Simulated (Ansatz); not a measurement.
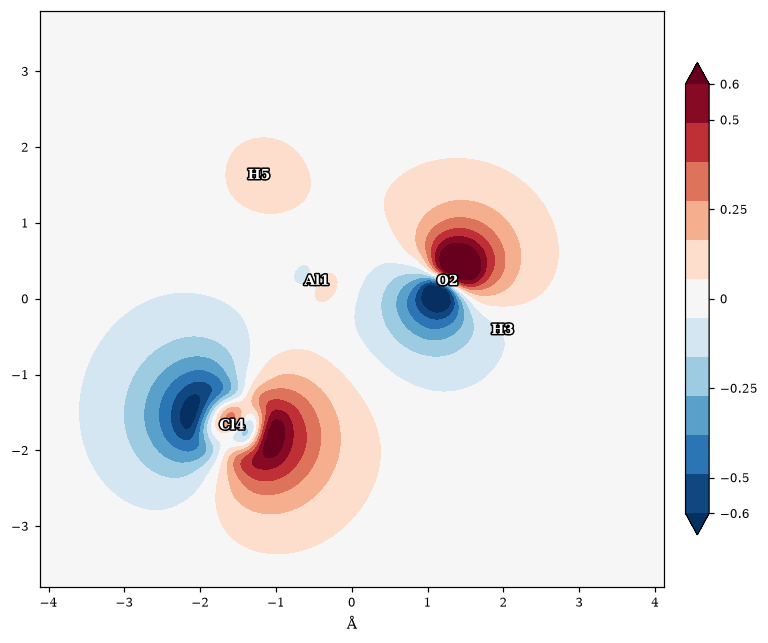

The picture shows: AlClH$_{2}$O. The HOMO on the molecular plane (values in Å⁻³ᐟ²; the overall sign is arbitrary).

Computed with Ansatz, RKS PBE/6-31G.

| atom | x (Å) | y (Å) | z (Å) |
| --- | --- | --- | --- |
| Al | -0.1870 | -0.0257 | -0.0972 |
| O | -0.5834 | -0.1308 | 1.5754 |
| H | -0.1249 | -0.1829 | 2.4299 |
| Cl | 1.9279 | 0.0207 | -0.7406 |
| H | -1.3619 | 0.0374 | -1.1655 |

Question: What is the character of this orbital?

Answer: It lies mainly on Cl4 (about 65 %) and O2 (about 30 %); it is symmetric in the molecular plane (an in-plane orbital: σ, lone-pair or in-plane π type). Its energy is −7.43 eV.
